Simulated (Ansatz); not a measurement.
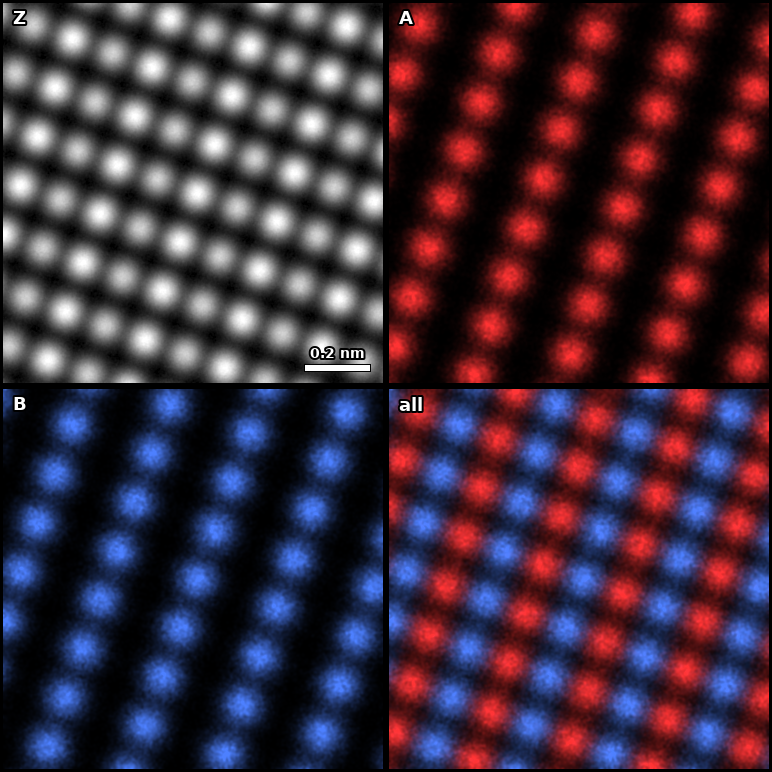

NaF (Fm-3m, No. 225) along [211]. Panel Z: Simulated incoherent Z contrast: every atom adds Z^1.6 spread by a probe of 0.75 Å full width; channelling and multiple scattering are left out. The display is stretched by a gamma of 0.65; percentages refer to the linear signal. Shot noise was added. The other panels are simulated element maps (the number of atoms of one element along the beam, blurred by 1.0 Å, with counting noise; each on its own scale, no channelling); the last overlays them. Structure: coordinates from a relaxation with DFT, PBEsol, plane waves, PAW (Ansatz 0.2.0).

Space group Fm-3m (No. 225). a = 4.629 Å, b = 4.629 Å, c = 4.629 Å, α = 90.00°, β = 90.00°, γ = 90.00°
```
atom  site  symmetry       x       y       z
  Na    4a      m-3m  0.0000  0.0000  0.0000
   F    4b      m-3m  0.5000  0.0000  0.0000
```

Which element does each lettered map show?

A: F, B: Na. The projected cell (1.64 × 2.67 Å, 90°) holds 2 columns: 1 of Na and 1 of F. No column is shared by two of the mapped elements.
